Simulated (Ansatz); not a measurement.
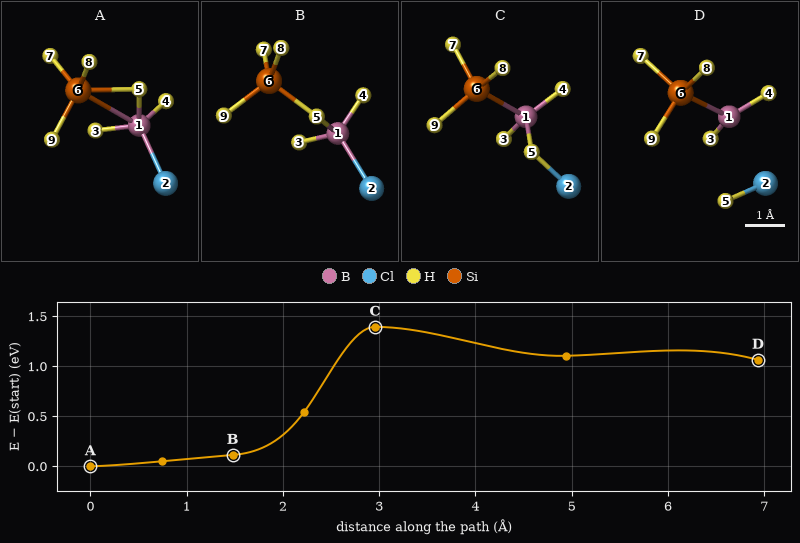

A search for the minimum-energy path of BSiH6Cl by the nudged elastic band. Images are numbered from 0 (start) to 6 (end). Frames A to D are images 0, 2, 4, 6. Style: ball-and-stick. Shown from a free direction.

Level of theory: RKS PBE0-D4/def2-SVP in Ansatz 0.2.0. Set-up: 5 movable images; climbing image.

### Describe the mechanism and the energy profile.

The energy climbs by 1.40 eV to image 4 and then falls by 0.33 eV, so the end point sits at +1.07 eV. Breaking: B1–H5 (1.33 → 1.65 at the top → 2.70 Å), H5–Si6 (1.61 → 2.16 at the top → 3.02 Å). Forming: Cl2–H5 (2.53 → 1.37 at the top → 1.29 Å). The band converged in 21 iterations. The largest component of the band force went from 3.2 to 0.047 eV/Å. The climbing image converged on the top of the path. Its curvatures weren't checked. The largest force component is 0.21 eV/Å at the start and 0.27 eV/Å at the end; an end with forces this large is no minimum, and the barrier measured from it can be far off.
